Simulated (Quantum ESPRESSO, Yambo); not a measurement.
# A GW chain in Yambo: LiCl (Fm-3m), part 2 of 2

How does a plane-wave GW calculation on LiCl (Fm-3m) run from the first input to the gap?

Quantum ESPRESSO 7.5 and Yambo 5.3.0; PBE and many-body steps on it, plane waves. Known limits of the many-body steps: not at the basis limit.

So far. Step 3 (Bands along the symmetry lines): The gap is 6.282 eV, −0.002 eV from the run before at this level. Step 4 (Empty states on the mesh, 6×6×6 mesh, 406 bands): On this mesh the gap is 6.285 eV.

### Step 5. Conversion and set-up

This step: Yambo 5.3.0; conversion and set-up on PBE, plane waves, norm-conserving pseudopotentials.

The states are converted to the many-body program's format and the q mesh is built.

The run is started by

```console
$ (cd o/x.save; p2y > p2y.log; mv SAVE ../..); yambo > setup.log
```

Output:

```text
 Yambo, version 5.3.0

 [02] CORE Variables Setup
 =========================

  [02.01] Unit cells
  ==================

  Cell kind             :  FCC
  Atoms in the cell     :  Li  Cl
  number of Li atoms    :  1
  number of Cl atoms    :  1

  List of atomic masses
  Mass of Li    :  6.940000
  Mass of Cl    :  35.45000

  List of atomic coordinates    : [cc]
  Li1       :  0.000000  0.000000  0.000000  order 1
  Cl1       :  4.859431  4.859431  4.859431  order 2

  Alat factors          :  4.859431  4.859431  4.859431 [a.u.]
  Direct lattice volume :  229.5018 [a.u.]
  Direct lattice vectors:  A[ 1 ]  A[ 2 ]  A[ 3 ]
   A[ 1 ]:  0.000000  1.000000  1.000000  [iru]
   0.000000  4.859431  4.859431  [cc]
   A[ 2 ]:  1.000000  0.000000  1.000000  [iru]
   4.859431  0.000000  4.859431  [cc]
   A[ 3 ]:  1.000000  1.000000 -0.000000  [iru]
   4.859431  4.859431 -0.000000  [cc]

  Recip. lattice volume :  1.080820 [a.u.]
  Recip. lattice vectors:  B[ 1 ]  B[ 2 ]  B[ 3 ]
   B[ 1 ]: -0.500000  0.500000  0.500000  [iku]
  -0.646494  0.646494  0.646494  [cc]
   B[ 2 ]:  0.500000 -0.500000  0.500000  [iku]
   0.646494 -0.646494  0.646494  [cc]
   B[ 3 ]:  0.500000  0.500000 -0.500000  [iku]
   0.646494  0.646494 -0.646494  [cc]

  [02.02] Symmetries
  ==================

  Inversion symmetry    : yes
  Spatial inversion     : yes
  Inversion index       :  25
  K-space Time-reversal : no
  Magnetic symmetries   : no
  Group table correct   : yes
  Symmetries units      :  [cc]

   [S  1]:   1.0000      0.80582E-17  0.80582E-17  0.80582E-17   1.0000     -0.80582E-17 -0.80582E-17 -0.80582E-17   1.0000
   [S  2]:  -1.0000     -0.80582E-17  0.80582E-17 -0.80582E-17  -1.0000     -0.80582E-17  0.80582E-17  0.80582E-17   1.0000
   [S  3]:  -1.0000      0.80582E-17 -0.80582E-17 -0.80582E-17   1.0000      0.80582E-17  0.80582E-17 -0.80582E-17  -1.0000
[...]
[... 36 further rows ...]
   [S 47]:  0.80582E-17   1.0000     -0.80582E-17 -0.80582E-17  0.80582E-17  -1.0000       1.0000     -0.80582E-17  0.80582E-17
   [S 48]:  0.80582E-17  -1.0000      0.80582E-17 -0.80582E-17 -0.80582E-17   1.0000       1.0000      0.80582E-17 -0.80582E-17

  [02.03] Reciprocal space
  ========================

  nG shells         :  212
  nG charge         :  16529
  nG WFs            :  2709
  nC WFs            :  2092
  G-vecs. in first 21 shells:  [ Number ]
     1    9   15   27   51   59   65   89  113
    137   169   181   229   259   283   307   331   339
    387   411   459
  ...
  Shell energy in first 21 shells:  [ mHa ]
    0.00000      626.932      835.909      1671.82      2298.75      2507.73      3343.64      3970.57      4179.54
    5015.45      5642.39      6687.27      7314.20      7523.18      8359.09      8986.02      9195.00      10030.9
    10657.8      10866.8      11702.7
  ...

  [02.04] K-grid lattice
  ======================

  Compatible Grid is   : 3D
[...]
WF components:  2090

  [02.05] Energies & Occupations
  ==============================

  [X] === General ===
  [X] Electronic Temperature                        :  0.000000  0.000000 [eV K]
  [X] Bosonic    Temperature                        :  0.000000  0.000000 [eV K]
  [X] Finite Temperature mode                       : no
  [X] El. density                                   :  0.29404E+24 [cm-3]
  [X] Fermi Level                                   :  1.599947 [eV]

  [X] === Gaps and Widths ===
  [X] Conduction Band Min                           :  6.284525 [eV]
  [X] Valence Band Max                              :  0.000000 [eV]
  [X] Filled Bands                                  :   5
  [X] Empty Bands                                   :     6   406
  [X] Direct Gap                                    :  6.284525 [eV]
  [X] Direct Gap localized at k                     :  1
  [X] Indirect Gap                                  :  6.284525 [eV]
  [X] Indirect Gap between kpts                     :  1  1
  [X] Last valence band width                       :  1.084541 [eV]
  [X] 1st conduction band width                     :  2.680913 [eV]

  E @ K [ 1]:  [eV]
   -43.490      -13.369     -0.64122E-12 -0.18353E-12   0.0000       6.2845       11.792       11.792
   11.79243  14.31958  14.31958  14.49262  14.49262  14.49262  16.49838  26.73607
  occ @ K [ 1]
   2.000000  2.000000  2.000000  2.000000  2.000000  0.000000  0.000000  0.000000
[...]
E @ K [ 2]:  [eV]
[...]
occ @ K [ 2]
[...]
E @ K [ 3]:  [eV]
[...]
occ @ K [ 3]
[...]
E @ K [ 8]:  [eV]
[...]
occ @ K [ 8]
[...]
E @ K [ 9]:  [eV]
[...]
occ @ K [ 9]
[...]
E @ K [10]:  [eV]
[...]
occ @ K [10]
[...]
E @ K [11]:  [eV]
[...]
occ @ K [11]
[...]
E @ K [12]:  [eV]
[...]
occ @ K [12]
[...]
E @ K [13]:  [eV]
[...]
occ @ K [13]
[...]
E @ K [14]:  [eV]
[...]
occ @ K [14]
[...]
E @ K [15]:  [eV]
[...]
occ @ K [15]
[...]
E @ K [16]:  [eV]
[...]
occ @ K [16]
   2.000000  2.000000  2.000000  2.000000  2.000000  0.000000  0.000000  0.000000
   0.000000  0.000000  0.000000  0.000000  0.000000  0.000000  0.000000  0.000000

 [03] Transferred momenta grid and indexing
 ==========================================

 IBZ Q-points                                      :  16
 BZ  Q-points                                      :  216

 K/Q-points units:
 rlu = crystal or reduced units; cc = cartesian coordinates; iku = interal k-units

 Q [ 1]         [rlu]:  0.000000  0.000000  0.000000
 Q [ 2]         [rlu]:  0.14937E-17  0.14937E-17  0.16667
 Q [ 3]         [rlu]:  0.29874E-17  0.29874E-17  0.33333
[...]
Q [ 8]         [rlu]: -0.63137E-16  0.16667     -0.33333
 Q [ 9]         [rlu]: -0.29874E-17  0.16667     -0.16667
 Q [10]         [rlu]: -0.79231E-17  0.33333      0.33333
     [... 4 further rows ...]
 Q [15]         [rlu]:  0.166667  0.333333 -0.333333
 Q [16]         [rlu]:  0.166667 -0.500000 -0.333333

  [03.01] X indexes
  =================

   [03.01.01] Sigma indexes
   ========================

 [06] Game Over & Game summary
```

Elapsed: 2.3 s, on 1 MPI rank of Arm Neoverse V1, shared host; peak memory 0.24 GiB.

### Step 6. Screening and self-energy, 6×6×6 mesh, 406 bands, screening to 353.7 eV

Now the one-shot GW correction: screening in the RPA, then the self-energy of the levels asked for.

This step: G0W0 on PBE, plane waves, norm-conserving pseudopotentials.

File gw3.in:

```
HF_and_locXC
gw0
dyson
ppa
em1d
rim_cut
RandQpts= 1000000
RandGvec= 1 RL
EXXRLvcs= 66 Ry
VXCRLvcs= 264 Ry
Chimod= "HARTREE"
% BndsRnXp
 1 | 406 |
%
NGsBlkXp= 26 Ry
% LongDrXp
 1 | 1 | 1 |
%
% GbndRnge
 1 | 406 |
%
DysSolver= "n"
ExtendOut
PPAPntXp= 27.21138 eV
% QPkrange
 1 | 1 | 4 | 7 |
%
```

The run is started by

```console
$ OMP_NUM_THREADS=1 mpirun -n 4 yambo -F gw3.in -J gw3 -C gw3 > gw3.log
```

Output:

```text
 Yambo, version 5.3.0

 [02] CORE Variables Setup
 =========================

  [... cell, symmetries and grids as in the set-up ...]

  [02.05] Energies & Occupations
  ==============================

  [X] === General ===
  [X] Electronic Temperature                        :  0.000000  0.000000 [eV K]
  [X] Bosonic    Temperature                        :  0.000000  0.000000 [eV K]
  [X] Finite Temperature mode                       : no
  [X] El. density                                   :  0.29404E+24 [cm-3]
  [X] Fermi Level                                   :  1.599947 [eV]

  [X] === Gaps and Widths ===
  [X] Conduction Band Min                           :  6.284525 [eV]
  [X] Valence Band Max                              :  0.000000 [eV]
  [X] Filled Bands                                  :   5
  [X] Empty Bands                                   :     6   406
  [X] Direct Gap                                    :  6.284525 [eV]
  [X] Direct Gap localized at k                     :  1
  [X] Indirect Gap                                  :  6.284525 [eV]
  [X] Indirect Gap between kpts                     :  1  1
  [X] Last valence band width                       :  1.084541 [eV]
  [X] 1st conduction band width                     :  2.680913 [eV]

 [03] Transferred momenta grid and indexing
 ==========================================

 IBZ Q-points                                      :  16
 BZ  Q-points                                      :  216

 K/Q-points units:
 rlu = crystal or reduced units; cc = cartesian coordinates; iku = interal k-units

 Q [ 1]         [rlu]:  0.000000  0.000000  0.000000
 Q [ 2]         [rlu]:  0.14937E-17  0.14937E-17  0.16667
 Q [ 3]         [rlu]:  0.29874E-17  0.29874E-17  0.33333
 Q [ 4]         [rlu]: -0.20204E-16 -0.20204E-16 -0.50000
 Q [ 5]         [rlu]: -0.39616E-17  0.16667      0.16667
 Q [ 6]         [rlu]: -0.29407E-16  0.16667      0.33333
 Q [ 7]         [rlu]: -0.24768E-16  0.16667      0.50000
 Q [ 8]         [rlu]: -0.63137E-16  0.16667     -0.33333
 Q [ 9]         [rlu]: -0.29874E-17  0.16667     -0.16667
 Q [10]         [rlu]: -0.79231E-17  0.33333      0.33333
     [... 4 further rows ...]
 Q [15]         [rlu]:  0.166667  0.333333 -0.333333
 Q [16]         [rlu]:  0.166667 -0.500000 -0.333333

 [04] Coloumb potential Random Integration (RIM)
 ===============================================

  [04.01] RIM initialization
  ==========================

  * Diagonal components only detected *

  8 x (sBL volume)        :  0.040030 [a.u.]
  sBZ random points       :  1000000
  Points outside the sBZ  :   7968281
  RL volume               :  1.080820 [a.u.]
  Integrated volume       :  1.085122 [a.u.]

  [04.02] RIM integrals
  =====================

  Gamma point sphere radius             :  0.062051 [a.u.]
  Points outside the sphere             :   800476
  [Int_sBZ(q=0) 1/q^2]*(Vol_sBZ)^(-1/3) =:  7.776341
                                 should be <:  7.795600

  Summary of Coulomb integrals for non-metallic bands |Q|[au] RIM/Bare

  Q [1] 0.100000E-4 0.997530 * Q [2] 0.186627 1.068930
  Q [5] 0.215498 1.066842 * Q [9] 0.304760 1.029370
  Q [6] 0.357363 1.022832 * Q [3] 0.373253 1.020719
  Q [10] 0.430996 1.016898 * Q [8] 0.469667 1.014268
  Q [14] 0.481868 1.014084 * Q [7] 0.527860 1.012338
  Q [11] 0.559880 1.011418 * Q [4] 0.559880 1.011206
  Q [12] 0.609520 1.009969 * Q [15] 0.637452 1.009503
  Q [13] 0.646494 1.009835 * Q [16] 0.681464 1.009265

 [05] Dipoles
 ============

  [05.01] Setup: observables and procedures
  =========================================

 [06] Dynamic Dielectric Matrix (PPA)
 ====================================

 [WR./gw3//ndb.pp]---------------------------------------------------------------
  Brillouin Zone Q/K grids (IBZ/BZ)                :   16  216   16  216
  RL vectors                                       :  2733 [WF]
  Coulomb cutoff potential                         : none
  Electronic Temperature                           :  0.000000 [K]
  Bosonic    Temperature                           :  0.000000 [K]
  PPA    diel. fun.  energies                      : Perdew, Burke & Ernzerhof(X)+Perdew, Burke & Ernzerhof(C)
  wavefunctions                                    : Perdew, Burke & Ernzerhof(X)+Perdew, Burke & Ernzerhof(C)
  Global Gauge                                     : length
  X matrix size                                    :   537
  X band range                                     :     1   406
  X e/h energy range                               : -1.000000 -1.000000 [eV]
  X Time ordering                                  : R
  X Hxc Kernel                                     : HARTREE
  X Drude frequency                                :  0.000000  0.000000
  X poles                                          :  100.0000 [o/o]
  RL vectors in the sum                            :  2733
  [r,Vnl] included                                 : yes
  Field direction                                  :  0.577350E-5  0.577350E-5  0.577350E-5
  BZ energy Double Grid                            : no
  BZ energy DbGd points                            : 0
  BZ Q point size factor                           : -1.000000
  X Optical Averaged directions                    : none

 [07] Local Exchange-Correlation + Non-Local Fock
 ================================================

 [VXC] Plane waves :  16529
 [EXS] Plane waves :  2109

 QP @ state[ 1 ] K range:  1  1
 QP @ state[ 1 ] b range:   4   7

 [xc] Functional : Perdew, Burke & Ernzerhof(X)+Perdew, Burke & Ernzerhof(C)
 [xc] LIBXC used to calculate xc functional
  PP Number of Atomic Species                      :  2
  NLCC RL compoments                               :  16529
  PP Number of Atomic Species                      :  2
  NLCC RL compoments                               :  16529

 [xc] E_xc :  -4.646420 [Ha]
      E_xc :  -9.292840 [Ry]

  Local XC kind (lXC) : Perdew, Burke & Ernzerhof(X)+Perdew, Burke & Ernzerhof(C)
  Non-Local XC kind (nlXC) : Hartree-Fock

  Corrections @ K [1] :  [eV]
 <4|nlXC|4> = -18.99616  0.69320E-17 <4|lXC|4> = -14.69347  0.18882E-15
 <5|nlXC|5> = -18.99613 -0.48013E-17 <5|lXC|5> = -14.69347 -0.88528E-17
 <6|nlXC|6> = -4.760942  0.32818E-17 <6|lXC|6> = -9.169747  0.94455E-16
 <7|nlXC|7> = -4.381658  0.27786E-18 <7|lXC|7> = -9.606707  0.94407E-16

 [08] Dyson equation: Newton solver
 ==================================

  [08.01] G0W0 (W PPA)
  ====================

  [  GW  ] Bands range     :     1   406
  [GW/PPA] G damping       :  0.100000 [eV]

  QP @ state[ 1 ] K range:  1  1
  QP @ state[ 1 ] b range:   4   7

   Sc/G bands                                       :     1   406
   Sc/G damping                                     :  0.100000 ev
   Sc bands terminator                              : no
   Sx RL components                                 :  2109

   QP @ state[ 1 ] K range                          :  1  1
   QP @ state[ 1 ] b range                          :   4   7
   GF energies kind                                 : Perdew, Burke & Ernzerhof(X)+Perdew, Burke & Ernzerhof(C)
   GF WF`s kind                                     : Perdew, Burke & Ernzerhof(X)+Perdew, Burke & Ernzerhof(C)
   Xs energies kind                                 : Perdew, Burke & Ernzerhof(X)+Perdew, Burke & Ernzerhof(C)
   Xs WF`s kind                                     : Perdew, Burke & Ernzerhof(X)+Perdew, Burke & Ernzerhof(C)

 [11] Game Over & Game summary
```

Wall time 34 min (4 MPI ranks); peak memory 2.6 GiB.

This step gave:

```
G0W0 gap on the points computed              : 9.090 eV
starting gap on the mesh                     : 6.285 eV
k of the valence top                         : 0, 0, 0
k of the conduction bottom                   : 0, 0, 0
least direct G0W0 gap on the computed points : 9.090 eV
Z at the valence top                         : 0.8077
Z at the conduction bottom                   : 0.8505
```

The gap on the mesh goes from 6.28 eV to 9.09 eV, a correction of +2.81 eV.

Limits: finite bands, cutoff and mesh. v1 is the top filled band, c1 the lowest empty one. The levels before and after the correction (eV, zero at the valence-band top of each column):

```csv
,conduction bottom,valence top
Kohn-Sham,6.28,0.00
G0W0,9.09,0.00
```

```csv
,level,energy (eV)
Kohn-Sham,Γ v2-v1,0.000
Kohn-Sham,Γ c1,6.285
Kohn-Sham,Γ c2,11.792
G0W0,Γ v2-v1,0.000
G0W0,Γ c1,9.090
G0W0,Γ c2,15.104
```

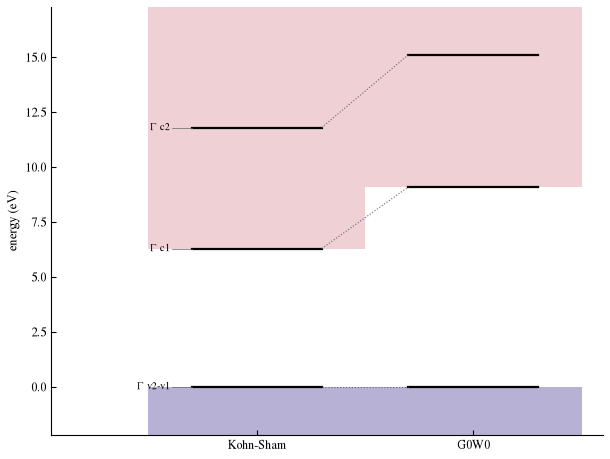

Levels before and after the correction. Shaded: valence and conduction bands.

### Step 7. Where the time went

Times are wall times on the hardware named with each run, good to a factor of about two.

```csv
step,time,share,memory (GiB)
ground state,3.4 s,0 %,0.2
bands along the symmetry lines,2.8 s,0 %,0.18
empty states on the mesh,63 s,3 %,0.55
conversion and set-up,2.3 s,0 %,0.24
screening and self-energy,34 min,97 %,2.6
```

### Step 8. Results

```json
{
 "PBE gap": "6.28 eV, indirect (only 2 meV under the direct gap)",
 "G0W0 gap on the mesh": "9.09 eV",
 "GW settings": "6×6×6 mesh, 406 bands, screening to 353.7 eV, Godby-Needs plasmon pole",
 "known limits": "not at the basis limit"
}
```

What this shows: G0W0 moves the gap on the mesh from 6.28 eV to 9.09 eV (+2.81 eV), with Z of 0.81 and 0.85 at the edges. Only 1 of the mesh's irreducible points was corrected, so a valley elsewhere could overtake. The dearest step here is «screening and self-energy». Bands and cutoff are finite, so the gap is not at the basis limit. The miss can reach some tenths of an eV and take either sign; the mesh is an error of its own. In the G0W0 run levels were corrected at 1 k point alone, so a gap called «on the mesh» is the least over those, and an edge elsewhere would be missed.

[Paths, hosts, dates, memory and timing lines, banners, echoed tables and standing remarks are left out of the program output.]

[Logs are printed without paths, hosts, clocks, repeated set-up lines and the standing remarks that a program may print on its own settings, such as how far it seeks lower states.]

[Runs of the session that timed out or met a known fault of the program may be left out.]

[Hosts, paths, dates, database ids (printed as entryN), source tags and the programs' standing remarks are cut or masked in the printed files.]
